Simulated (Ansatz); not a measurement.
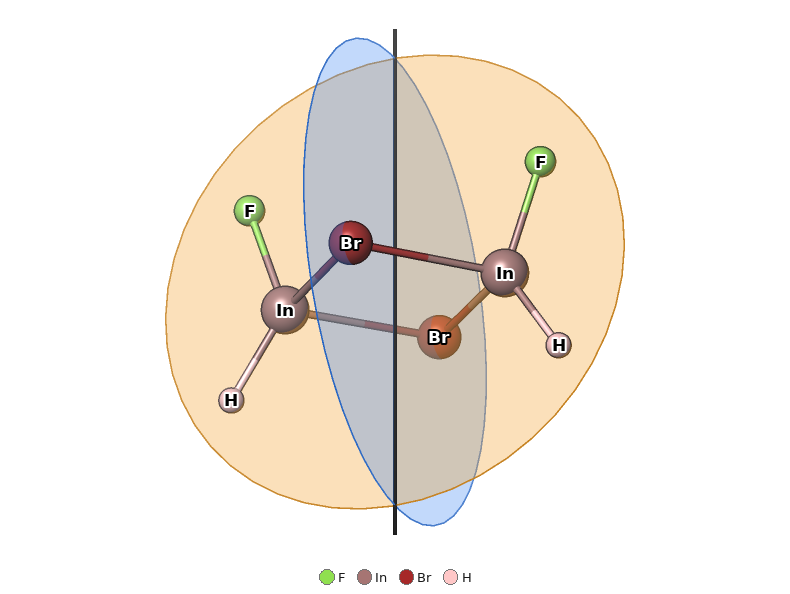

All proper rotation axes (lines) and mirror planes (discs) of the structure are drawn in. Distant atoms are faded towards the background colour. The geometry was computed by an optimisation with PBE0-D4/def2-TZVP.

Name the symmetry elements and the point group.

It has 1 C2 axis and 2 mirror planes. Point group C2v. The group has 4 operations. The geometry is achiral, and symmetry allows a dipole moment.
